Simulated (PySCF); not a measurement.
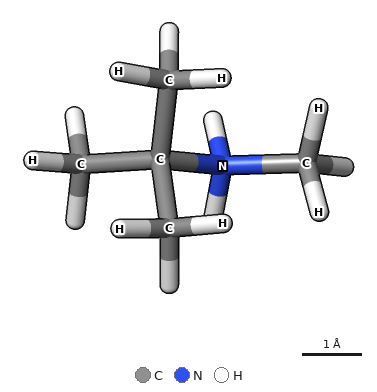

C$_{5}$H$_{14}$N (charge +1), before the relaxation. The picture is a stick view, seen at a tilt.

The start comes from GFN2-xTB.

All numbers below come from PBE0-D3(BJ)/def2-SVP geometry optimisation, gas phase (PySCF).

```xyz
20

C     2.0827   -0.1796    0.3072
N     0.8154   -0.8178   -0.1001
C    -0.4536    0.0334   -0.0690
C    -1.5740   -0.8940   -0.5274
C    -0.6902    0.5056    1.3571
C    -0.2815    1.1983   -1.0320
H     2.8984   -0.8946    0.2207
H     2.2986    0.6715   -0.3330
H     2.0213    0.1537    1.3396
H     0.6473   -1.6306    0.5042
H     0.9176   -1.1672   -1.0601
H    -1.4043   -1.2572   -1.5389
H    -1.6861   -1.7454    0.1407
H    -2.5182   -0.3576   -0.5288
H     0.0556    1.2275    1.6771
H    -1.6576    0.9962    1.4129
H    -0.7059   -0.3284    2.0554
H     0.0105    0.8560   -2.0224
H     0.4469    1.9194   -0.6725
H    -1.2280    1.7212   -1.1335
```

Question: Predict the outcome.

Answer: The atom that moves furthest after the best rigid fit is H18 (0.055 Å). Largest moves by element: H 0.055 Å, C 0.019 Å, N 0.013 Å. Among the contacts that change: N2–C3 1.528 → 1.538 Å, C1–H7 1.088 → 1.097 Å, C1–N2 1.476 → 1.483 Å. Among the angles between lasting bonds that change: H10–N2–H11 107.3° → 105.1°. After 3 geometry steps the energy has fallen by 1.02 kcal/mol. Largest force component: 0.47 eV/Å at the start, 0.011 eV/Å at the end.

Final geometry:

```xyz
20

C     2.1000   -0.1782    0.3144
N     0.8219   -0.8066   -0.0977
C    -0.4620    0.0402   -0.0690
C    -1.5656   -0.9040   -0.5296
C    -0.6929    0.5094    1.3596
C    -0.2873    1.2025   -1.0350
H     2.9035   -0.9198    0.2228
H     2.3132    0.6761   -0.3372
H     2.0240    0.1535    1.3556
H     0.6504   -1.6332    0.4881
H     0.9197   -1.1717   -1.0532
H    -1.3921   -1.2717   -1.5535
H    -1.6786   -1.7666    0.1464
H    -2.5245   -0.3687   -0.5352
H     0.0689    1.2255    1.6985
H    -1.6616    1.0254    1.4066
H    -0.7394   -0.3322    2.0688
H    -0.0356    0.8608   -2.0515
H     0.4715    1.9228   -0.6983
H    -1.2389    1.7471   -1.1039
```

After the run, drawn alike:

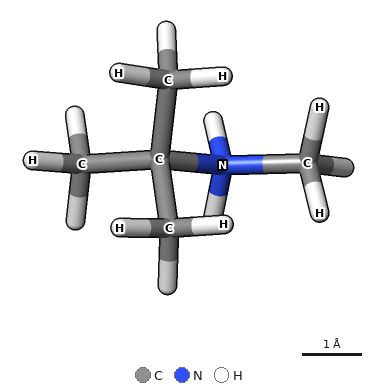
